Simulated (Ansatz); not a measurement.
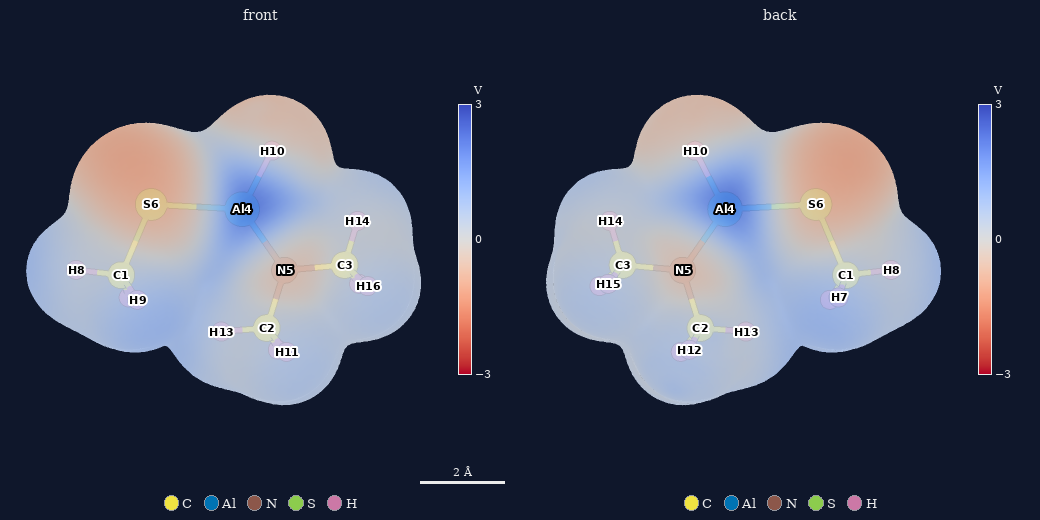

Figure 1: C3H10AlNS. The molecular electrostatic potential painted on the density surface at 0.002 e/bohr³, seen from the front and from behind; red is negative and blue positive.

Geometry: B3LYP/def2-SVP.

The calculation used isolated molecule in a Gaussian basis; Kohn-Sham density functional theory, functional PBE0 in Ansatz.

Input file:

```
crystal:
  periodic: [false, false, false]
  atoms:
    - symbol: C
      position_ang: [-1.067300, 1.364312, -0.581699]
    - symbol: C
      position_ang: [1.285678, -0.887542, 1.254988]
    - symbol: C
      position_ang: [3.628141, -0.358004, 1.451568]
    - symbol: Al
      position_ang: [2.189318, 1.584491, 0.001854]
    - symbol: N
      position_ang: [2.335980, 0.057246, 0.928109]
    - symbol: S
      position_ang: [0.383780, 2.454694, -0.901193]
    - symbol: H
      position_ang: [-0.937336, 0.370759, -1.032115]
    - symbol: H
      position_ang: [-1.929479, 1.852434, -1.056619]
    - symbol: H
      position_ang: [-1.272252, 1.263047, 0.492809]
    - symbol: H
      position_ang: [3.494731, 2.441809, -0.217065]
    - symbol: H
      position_ang: [1.168172, -1.010519, 2.351287]
    - symbol: H
      position_ang: [1.495427, -1.896118, 0.843244]
    - symbol: H
      position_ang: [0.314507, -0.564262, 0.854369]
    - symbol: H
      position_ang: [4.413558, 0.370449, 1.194840]
    - symbol: H
      position_ang: [3.940197, -1.341885, 1.045556]
    - symbol: H
      position_ang: [3.612726, -0.456271, 2.556271]
basis:
  gaussian:
    orbitals: def2-SVPD
magnetization:
  spin_polarized: false
hamiltonian:
  xc: pbe0
output:
  forces: true
  orbitals: {seedname: orbitals}
```

Launched as:

```sh
ansatz run input.yaml --threads 4 --pin off --max-ram 7830MiB --events-out events.jsonl --progress --plain --runs-dir runs
```

> Where is the surface potential most negative and most positive?

The most negative region (about −1.1 V) lies over S6, the most positive (about +2.0 V) over Al4.
